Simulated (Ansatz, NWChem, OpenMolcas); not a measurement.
# HCl (hydrogen chloride): methods side by side

HCl: 2 atoms, total charge 0, spin state singlet. As SMILES, `Cl`. Geometry: relaxed at PBE0-D4/def2-TZVP.

```
atom    x (Å)    y (Å)    z (Å)
  Cl   0.5460  -0.1785   0.2808
   H  -0.5460   0.1785  -0.2808
```

Quantity: the dipole moment, in D. The values are calculated.

Measured value to compare with: NIST CCCBDB; in doubt: newer work gives another value gives the dipole moment of the gas as 1.08 D.

| level | kind | program | value (D) | computed − measured | CPU time |
| --- | --- | --- | --- | --- | --- |
| SVWN5/def2-TZVPPD | LDA | OpenMolcas | 1.11 | +0.03 | 5 s |
| revPBE/def2-TZVPPD | GGA | NWChem | 1.07 | -0.01 | 7.3 s |
| B97M-V/def2-TZVPPD | meta-GGA | Ansatz | 1.11 | +0.03 | 1.6 s |
| M06-L/def2-TZVPPD | meta-GGA | OpenMolcas | 1.11 | +0.03 | 7.2 s |
| BHLYP/def2-TZVPPD | global hybrid | OpenMolcas | 1.14 | +0.06 | 6.3 s |
| M06-2X/def2-TZVPPD | hybrid meta-GGA | OpenMolcas | 1.12 | +0.04 | 7.6 s |
| PBE0/def2-TZVPPD | global hybrid | NWChem | 1.12 | +0.04 | 8 s |
| wB97X/def2-TZVPPD | range-separated hybrid | NWChem | 1.14 | +0.06 | 21 s |

Nearest: revPBE/def2-TZVPPD (-0.01 D); farthest: wB97X/def2-TZVPPD (+0.06 D). The measured dipole is a vibrational average, so differences of a few hundredths of a debye mean little. Computed less measured by kind, in D (def2-TZVPPD rows): LDA +0.03; GGA -0.01; meta-GGA +0.03 to +0.03; global hybrid +0.04 to +0.06; range-separated hybrid +0.06. Magnitudes only. CPU times are rough (shared hosts, several kinds of processor): they show what a rung costs within a factor of a few.

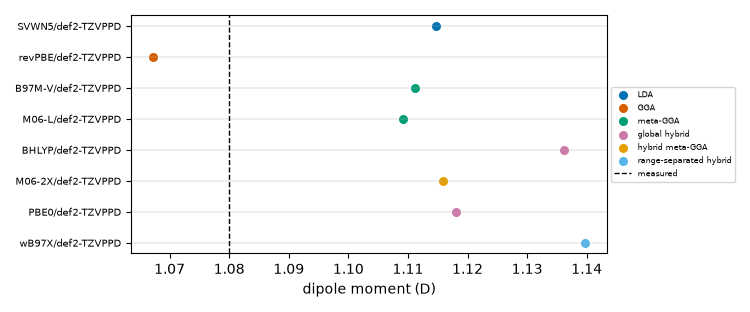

The values of the table, level by level.
